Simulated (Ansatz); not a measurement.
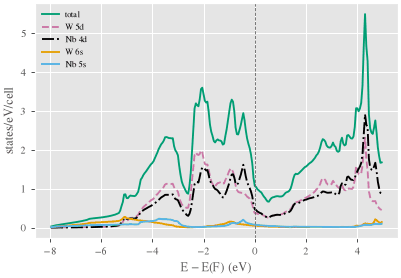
*Total and projected density of states of NbW in space group Cmmm (No. 65; Nb on 2a, W on 2c), r²SCAN (plane waves, PAW; program Ansatz)*

Question: Which orbitals carry the states next to the Fermi level?

Answer: Within 0.5 eV of the Fermi level: Nb 4d 48 %, W 5d 35 %, Nb 5s 6 %, outside the projected shells 6 %. Projections are on Löwdin-orthogonalised atomic valence shells; empty p or d shells of many metals are not among them.

Question: Where is the tallest occupied peak in this window, and what makes it?

Answer: Near -2.0 eV, about 3.6 states/eV per cell; the largest projected share is W 5d.

The first step of the workflow began from a Materials Project structure, measured or hypothetical; the Crystallography Open Database copy checked does not list it. With Nb and W taken as one species the cell has the higher symmetry Im-3m, so it may be an ordered model of a mixed-site phase. Its standing as an ambient phase is unchecked. Symmetry was held in the r²SCAN relaxation; whether a distortion lowers the energy is not shown. No spin polarisation was allowed. Scalar-relativistic: spin–orbit coupling is off unless named, which matters more the heavier the elements.

Potentials: the later of the program's two PAW sets.
